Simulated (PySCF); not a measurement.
**C2H4FO (SMILES CC([O])F): a chain of runs**

Aim: a geometry optimisation (USPW92/CRENBL), then the harmonic vibrations, then the energy (NEVPT2(3,3)/pc-0), then the excited states (TDA-O3LYP/6-31++G**) of C2H4FO. 

The results are computed with PySCF 2.14.0.

### 1 The molecule

The species is C2H4FO (8 atoms), meant as a doublet with charge 0. SMILES: `CC([O])F`. Geometry: a rough force-field guess. The run starts from this shape.

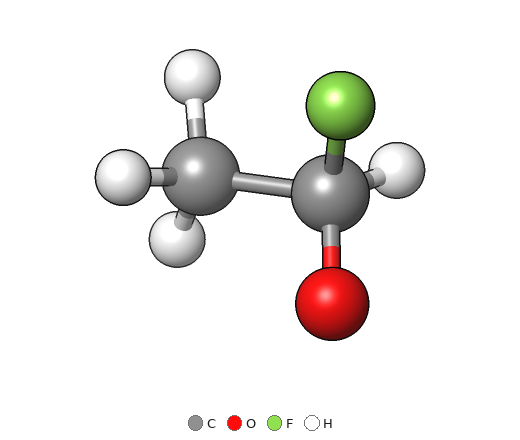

Viewed from a chosen angle; carbon grey, oxygen red, fluorine green, hydrogen white.

### 2 A structure relaxation at USPW92/CRENBL (core potential) (run 1)

The input, calc.py:

```python
# CC([O])F
from pyscf import gto, dft
from pyscf.geomopt.geometric_solver import kernel as optimise

system = gto.M(
    atom='''
C      0.048300     0.702800     0.085300
C     -0.065100    -0.782100     0.014400
O      0.875600    -1.264900     0.746200
F      0.248000    -1.117300    -1.292000
H      0.972800     1.125600    -0.281500
H     -0.197000     1.146700     1.080400
H     -0.723500     1.174700    -0.599800
H     -1.067100    -1.042600     0.191100
''',
    max_memory=1860,
    ecp={'C': 'crenbl', 'O': 'crenbl', 'F': 'crenbl'},
    basis='crenbl',
    verbose=4,
    spin=1,
)

mf = dft.UKS(system, xc='spw92')
converged, mol_eq = optimise(mf, maxsteps=100)
print('converged:', converged)
print(mol_eq.tostring())

mf.reset(mol_eq)
system = mol_eq
mf.kernel()
if not mf.converged:
    mf = mf.newton().run(mf.mo_coeff, mf.mo_occ)
e_tot = mf.e_tot
print('E = %.10f Eh' % e_tot)
```

Launch:

```bash
$ OMP_NUM_THREADS=1 python calc.py
```

Standard output:

```text
PySCF version 2.14.0

[... 70 lines left out ...]
> Will converge when all 5 criteria are reached:
[... 121 lines left out ...]
Step    0 : Gradient = 5.037e-02/7.646e-02 (rms/max) Energy = -53.5224022869
[... 303 lines left out ...]
converged SCF energy = -53.5461411818373  <S^2> = 0.75264158  2S+1 = 2.0026398
[... 293 lines left out ...]
converged SCF energy = -53.546213972579  <S^2> = 0.75264984  2S+1 = 2.0026481
[... 281 lines left out ...]
converged SCF energy = -53.5462166591591  <S^2> = 0.75265062  2S+1 = 2.0026489
[... 285 lines left out ...]
converged SCF energy = -53.5462173095816  <S^2> = 0.7526481  2S+1 = 2.0026464
[... 110 lines left out ...]
converged SCF energy = -53.5462173100886  <S^2> = 0.75264814  2S+1 = 2.0026464
E = -53.5462173101 Eh
```

It took 99 s on 1 thread of Arm Neoverse V1, shared host; peak memory 0.45 GiB.

Steps, from the record of the run:

| step | energy from the first frame kept (eV) | largest force (eV/Å) |
| --- | --- | --- |
| 0 | 0.0000 | 3.9315 |
| 1 | -0.5980 | 0.9357 |
| 2 | -0.6407 | 0.4352 |
| 3 | -0.6460 | 0.2280 |
| 4 | -0.6474 | 0.1062 |
| 5 | -0.6479 | 0.0230 |
| 6 | -0.6479 | 0.0069 |
| 7 | -0.6480 | 0.0121 |
| 8 | -0.6480 | 0.0169 |
| 9 | -0.6480 | 0.0162 |
| 10 | -0.6480 | 0.0109 |
| 11 | -0.6480 | 0.0081 |
| 12 | -0.6480 | 0.0134 |

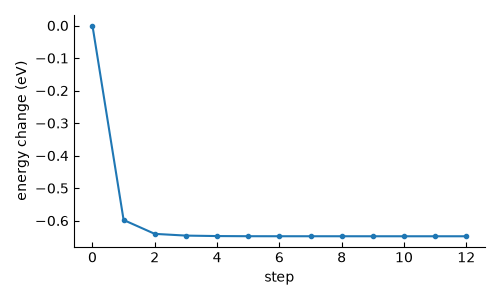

Energy along the run.

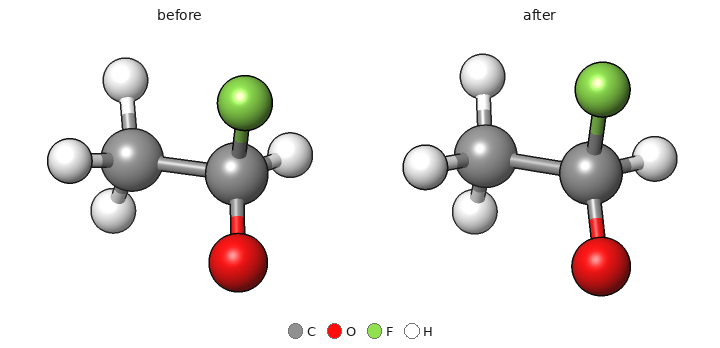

Before and after, at one scale.

After the run. Bond lengths: C1–C2 1.547 Å, C2–O3 1.328 Å, C2–F4 1.470 Å, C1–H5 1.110 Å, C1–H6 1.110 Å, C1–H7 1.109 Å, C2–H8 1.136 Å. Some angles: C1–C2–O3 112.9°, C1–C2–F4 105.7°, O3–C2–F4 114.6°, C1–C2–H8 109.9°, O3–C2–H8 109.5°, F4–C2–H8 103.6°, C2–C1–H5 108.2°, C2–C1–H6 110.1°, C2–C1–H7 108.5°, H5–C1–H6 109.8°.

### 3 Vibrational wavenumbers at USPW92/CRENBL (core potential) (run 2)

The input, run.py:

```python
# CC([O])F
from pyscf import gto, dft, symm
from pyscf.hessian import thermo

mol = gto.M(
    atom='''
C   -0.245471   1.407308   0.286535
C   -0.265080  -0.136944   0.198142
O    0.615652  -0.712927   1.007654
F   -0.089076  -0.456203  -1.225424
H    0.770338   1.757686   0.006611
H   -0.485115   1.733422   1.320077
H   -0.988164   1.811064  -0.431661
H   -1.306776  -0.524521   0.432340
''',
    charge=0,
    ecp={'C': 'crenbl', 'O': 'crenbl', 'F': 'crenbl'},
    max_memory=1860,
    verbose=4,
    spin=1,
    basis='crenbl',
)

mf = dft.UKS(mol)
mf.xc = 'spw92'
mf.kernel()
if not mf.converged:
    mf = mf.newton().run(mf.mo_coeff, mf.mo_occ)

energy = mf.e_tot
print('E = %.10f Eh' % energy)
hess = mf.Hessian().kernel()
modes = thermo.harmonic_analysis(mol, hess)
thermo.dump_normal_mode(mol, modes)
symm.geom.TOLERANCE = 1e-3  # for the symmetry number
th = thermo.thermo(mf, modes['freq_au'], 298.15, 101325)
thermo.dump_thermo(mol, th)
```

Launch:

```bash
$ OMP_NUM_THREADS=1 python run.py
```

Standard output:

```text
PySCF version 2.14.0

[... 109 lines left out ...]
converged SCF energy = -53.5462173101285  <S^2> = 0.75264814  2S+1 = 2.0026464
[... 87 lines left out ...]
Gibbs free energy [Eh] -53.51843
```

Run time: 2.4 min. Hardware: 1 thread of Arm Neoverse V1, shared host; peak memory 0.9 GiB.

### 4 A single-point energy at NEVPT2(3,3)/pc-0 (density fitting with cc-pvdz-jkfit) (run 3)

The input, input.xyz:

```xyz
8
C2H4FO
C      0.030474     0.795030     0.068510
C      0.010865    -0.749222    -0.019883
O      0.891597    -1.325205     0.789629
F      0.186869    -1.068481    -1.443449
H      1.046283     1.145408    -0.211414
H     -0.209170     1.121144     1.102052
H     -0.712219     1.198786    -0.649686
H     -1.030831    -1.136799     0.214315
```

The input, run.py:

```python
# CC([O])F
from pyscf import gto, scf, mcscf, mrpt

mol = gto.M(
    atom='input.xyz',
    max_memory=1860,
    verbose=3,
    charge=0,
    basis='pc-0',
    spin=1,
)

calc0 = scf.ROHF(mol)
calc0 = calc0.density_fit(auxbasis='cc-pvdz-jkfit')
calc0.kernel()
if not calc0.converged:
    calc0 = calc0.newton().run(calc0.mo_coeff, calc0.mo_occ)

cas = mcscf.CASSCF(calc0, 3, 3)
cas.fix_spin_(ss=0.75)
cas.natorb = True
cas.kernel()
e_pt2 = mrpt.NEVPT(cas).kernel()
e_tot = cas.e_tot + e_pt2
print('E(%s) = %.9f' % ('NEVPT2', e_tot))
```

Launch:

```bash
$ OMP_NUM_THREADS=1 python run.py
```

Standard output:

```text
converged SCF energy = -251.526060514614
CASSCF energy = -251.543675795434
CASCI E = -251.543675795434  E(CI) = -3.28827342790214  S^2 = 0.7500000
Sr    (-1)',   E = -0.00094661750251
Si    (+1)',   E = -0.00020471991019
Sijrs (0)  ,   E = -0.30694392110658
Sijr  (+1) ,   E = -0.00769030678031
Srsi  (-1) ,   E = -0.03060480974728
Srs   (-2) ,   E = -0.00242537225948
Sij   (+2) ,   E = -0.00034292244082
Sir   (0)' ,   E = -0.01659339516367
Nevpt2 Energy = -0.365752064910850
E(NEVPT2) = -251.909427860
```

It took 13 s on 1 thread of Arm Neoverse V1, shared host; peak memory 0.14 GiB.

### 5 The vertical excitations at TDA-O3LYP/6-31++G(d,p) (spherical functions) (run 4)

The input, geometry.xyz:

```xyz
8
C2H4FO
C      0.030474     0.795030     0.068510
C      0.010865    -0.749222    -0.019883
O      0.891597    -1.325205     0.789629
F      0.186869    -1.068481    -1.443449
H      1.046283     1.145408    -0.211414
H     -0.209170     1.121144     1.102052
H     -0.712219     1.198786    -0.649686
H     -1.030831    -1.136799     0.214315
```

The input, job.py:

```python
from pyscf import gto, dft, tdscf

system = gto.M(
    atom='geometry.xyz',
    spin=1,
    basis='6-31++g**',
    charge=0,
    verbose=4,
    max_memory=1860,
)

myscf = dft.UKS(system)
myscf.xc = 'o3lyp'
myscf.max_cycle = 100
myscf.kernel()
if not myscf.converged:
    myscf = myscf.newton().run(myscf.mo_coeff, myscf.mo_occ)

e_tot = myscf.e_tot
print('Final energy', e_tot)

td = myscf.TDA()
td.nstates = 4
td.kernel()
td.analyze()
roots = td.e * 27.211386
osc = td.oscillator_strength()
print('state   eV      nm      f')
for i, (w, f) in enumerate(zip(roots, osc), 1):
    print('%3d %9.4f %8.1f %9.5f' % (i, w, 1239.842 / w, f))
```

Launch:

```bash
$ OMP_NUM_THREADS=1 python job.py
```

Standard output:

```text
PySCF version 2.14.0

[... 115 lines left out ...]
converged SCF energy = -253.551437624065  <S^2> = 0.75452222  2S+1 = 2.0045171
Final energy -253.55143762406527
[... 13 lines left out ...]
** Excitation energies and oscillator strengths **
      16b ->   17b     -0.99375
      14b ->   17b      0.90275
      15b ->   17b     -0.39981
      14b ->   17b     -0.38882
      15b ->   17b     -0.90305
      12b ->   17b     -0.30322
      13b ->   17b     -0.93923

** Transition electric dipole moments (AU) **
state          X           Y           Z        Dip. S.      Osc.
  1        -0.0478     -0.1149      0.0056      0.0155      0.0004
  2         0.0351     -0.1465      0.0432      0.0246      0.0020
  3         0.2482     -0.2005      0.3044      0.1944      0.0167
  4        -0.0386      0.0069     -0.0728      0.0068      0.0008

** Transition velocity dipole moments (imaginary part, AU) **
state          X           Y           Z        Dip. S.      Osc.
  1         0.0115      0.0082     -0.0001      0.0002      0.0034
  2         0.0022      0.0001     -0.0101      0.0001      0.0006
  3        -0.0394      0.0054     -0.0418      0.0033      0.0173
  4        -0.0166     -0.0007      0.0061      0.0003      0.0012

** Transition magnetic dipole moments (imaginary part, AU) **
state          X           Y           Z
  1        -0.5050      0.3310     -0.5323
  2         0.0756     -0.1121     -0.4566
  3        -0.1511     -0.0157      0.0932
  4        -0.1667      0.1673      0.1535
state   eV      nm      f
  1    1.0761   1152.2   0.00041
  2    3.3086    374.7   0.00199
  3    3.5034    353.9   0.01669
  4    4.6004    269.5   0.00077
```

Run time: 2.7 min. Hardware: 1 thread of Arm Neoverse V1, shared host; peak memory 0.6 GiB.

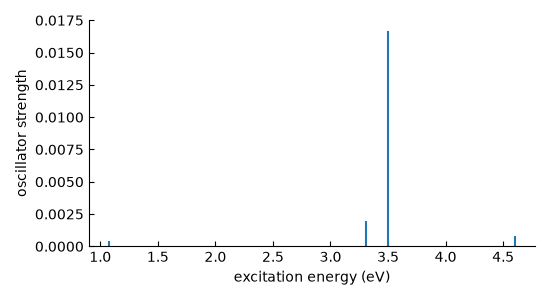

Vertical excitations as sticks.

The roots found:

| excited state | energy (eV) | strength |
| --- | --- | --- |
| 1 | 1.076 | 0.0004 |
| 2 | 3.309 | 0.0020 |
| 3 | 3.503 | 0.0167 |
| 4 | 4.600 | 0.0008 |

### 6 Summary of results

| quantity | value |
| --- | --- |
| run 1, USPW92/CRENBL: total energy at the end | -53.54622 Eh |
| run 1, USPW92/CRENBL: dipole moment | 3.06 D |
| run 1, USPW92/CRENBL: HOMO energy (highest over α and β) | -7.33 eV |
| run 1, USPW92/CRENBL: LUMO energy (lowest over α and β) | -6.35 eV |
| run 1, USPW92/CRENBL: ⟨S²⟩ | 0.753 |
| run 2, USPW92/CRENBL: lowest harmonic wavenumber | 228 cm⁻¹ |
| run 2, USPW92/CRENBL: highest harmonic wavenumber | 3044 cm⁻¹ |
| run 2, USPW92/CRENBL: zero-point energy | 145.1 kJ/mol |
| run 2, USPW92/CRENBL: ideal-gas entropy at 298.15 K (symmetry number 1 as used) | 69.5 cal/(mol K) |
| run 3, NEVPT2(3,3)/pc-0: total energy | -251.90943 Eh |
| run 3, NEVPT2(3,3)/pc-0: dipole moment (Hartree–Fock density) | 2.99 D |
| run 4, TDA-O3LYP/6-31++G**: ground-state or mean-field energy | -253.55144 Eh |
| run 4, TDA-O3LYP/6-31++G**: dipole moment (O3LYP Kohn–Sham density) | 2.86 D |
| run 4, TDA-O3LYP/6-31++G**: HOMO energy (O3LYP Kohn–Sham orbitals) (highest over α and β) | -8.18 eV |
| run 4, TDA-O3LYP/6-31++G**: LUMO energy (O3LYP Kohn–Sham orbitals) (lowest over α and β) | -5.39 eV |
| run 4, TDA-O3LYP/6-31++G**: ⟨S²⟩ of the reference determinant | 0.755 |
| run 4, TDA-O3LYP/6-31++G**: lowest excitation energy | 1.08 eV |

**Reading.** The optimisation (run 1, USPW92/CRENBL) took 12 steps and changed the energy by -0.648 eV. All 18 modes (run 2, USPW92/CRENBL) are real, so the shape is a minimum at this level. Mulliken charges (run 3, NEVPT2(3,3)/pc-0) of the mean-field density run from -0.60 on C1 to +0.24 on H8; they depend strongly on the basis. The brightest of the 4 transitions from the ground state lies at 3.50 eV (354 nm, f = 0.017); the lowest, at 1.08 eV, has f = 0.000.
